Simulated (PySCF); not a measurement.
```xyz
5

C    -2.6220   -2.5395   -0.5276
N    -3.2255   -3.4752   -0.8827
Si   -1.4510   -1.1566    0.1374
H    -1.5783   -0.2972   -1.1320
H    -2.5763   -0.4255    0.8894
```

Geometry: B3LYP-D4/def2-SVPD.

All numbers below come from Gaussian-basis quantum chemistry of an isolated molecule with PySCF, energy and nuclear gradient, functional PBE0 in PySCF.

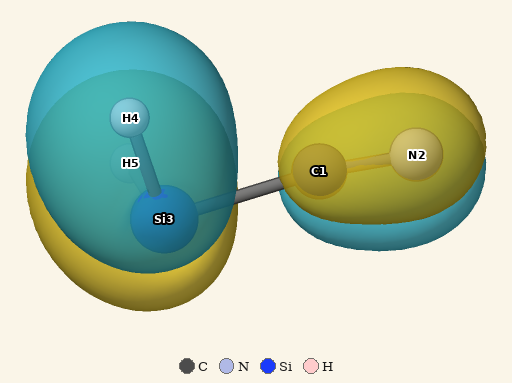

CH2NSi (SMILES [N-]=C=[SiH2]) (charge −1). The HOMO−1 at ±0.08 Å⁻³ᐟ² (yellow and cyan are the two phases), seen from one side.

What is the character of this orbital?

Its weight (Hirshfeld) is mainly on Si3 (about 30 %), H4 (about 20 %), H5 (about 20 %), N2 (about 20 %) and C1 (about 10 %). Its energy is −3.57 eV.
